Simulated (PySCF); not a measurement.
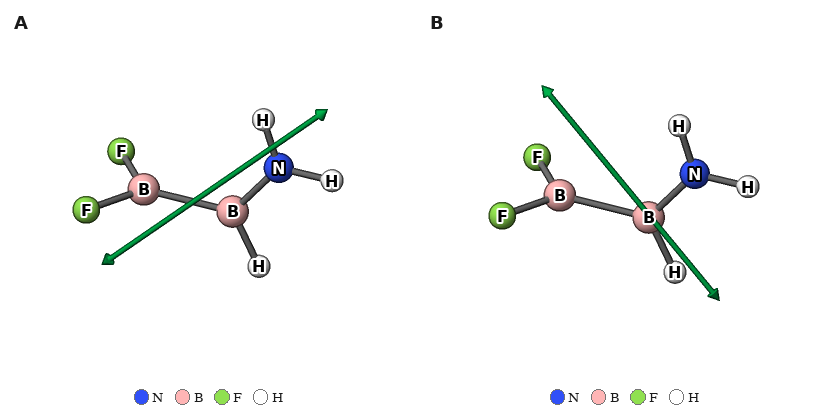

The double arrows show the directions of two transition dipoles from the ground state (lengths mean nothing). Computed geometry: GFN2-xTB optimisation. No frequency run is at hand to confirm it as a minimum. Method: TDDFT PBE0/def2-SVPD, vertical, gas phase, core orbitals frozen in the response (PySCF 2.14.0).

One belongs to singlet state 2 and one to singlet state 5. Which is which?

Answer. A: state 5, 8.37 eV (148 nm), oscillator strength 0.027, mainly HOMO → LUMO+2 (weight 0.93).
B: state 2, 7.02 eV (177 nm), oscillator strength 0.038, mainly HOMO → LUMO+1 (weight 0.67).

The geometry is semi-empirical. Around B such bond lengths and angles can be off by a tenth of an ångström or more and by several degrees, and values that hang on the shape move with them.
